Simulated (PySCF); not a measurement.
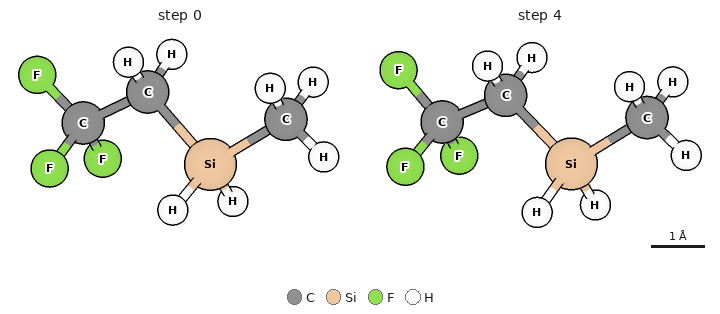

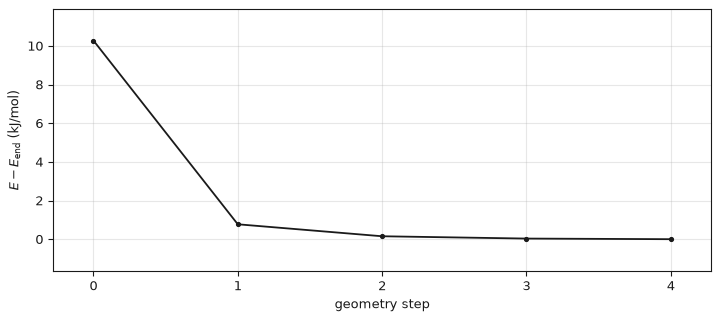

First and last geometry of a relaxation of C3H7F3Si, with the history of the run. A ball-and-stick model, seen at a tilt.

The start comes from GFN2-xTB. Its atoms were then displaced at random by about 0.01 Å.

Computed with PBE0-D3(BJ)/def2-SVP geometry optimisation, gas phase in PySCF. 

Q: What do the curves and the structures tell?

A: It converged. The atom that moves furthest after the best rigid fit is an H atom (0.12 Å). Largest moves by element: H 0.12 Å, F 0.11 Å, C 0.08 Å, Si 0.03 Å. Near-neighbour distances that change, for instance: C–C 1.540 → 1.501 Å, H–Si 1.461 → 1.493 Å, C–H 1.084 → 1.101 Å, C–Si 1.866 → 1.877 Å. Among the angles between lasting bonds that change: Si–C–C 110.6° → 116.3°, Si–C–H 112.5° → 109.0°, H–Si–H 112.1° → 108.8°. Over 4 geometry steps the energy falls by 10.3 kJ/mol. The run took 65 s on 1 thread of Arm Neoverse N1, with other jobs on the host.

| step | E − E(0), kJ/mol |
| --- | --- |
| 0 | 0.00 |
| 1 | -9.51 |
| 2 | -10.12 |
| 3 | -10.24 |
| 4 | -10.28 |
